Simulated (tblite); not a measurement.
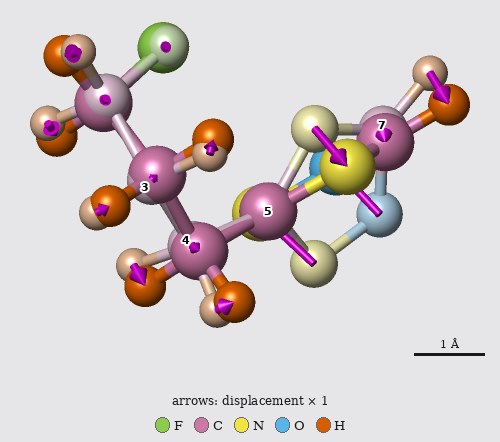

A relaxation of C5H7FN2O. The starting structure is drawn faded, the final one solid; purple arrows show the displacements, at their true length. The two geometries are superimposed by the best rigid fit.

Style: ball-and-stick. Shown at a tilt.

Computed with GFN2-xTB geometry optimisation, gas phase in tblite 0.8.0. 

### What happened in the run?

The atom that moves furthest after the best rigid fit is an N atom (1.13 Å). By element the largest moves are N 1.13 Å, O 0.96 Å, H 0.63 Å, C 0.30 Å, F 0.14 Å. Some distances before and after: C–N 1.383 → 1.302 Å, C–N 1.352 → 1.291 Å, C–C 1.476 → 1.533 Å, N–O 1.304 → 1.359 Å. Among the angles between lasting bonds that change: C–C–N 134.9° → 123.1°, O–C–H 129.6° → 119.5°, C–N–C 111.8° → 102.6°. Groups turn about C–C by about 65°. After 112 geometry steps the energy has fallen by 24.4 kcal/mol.
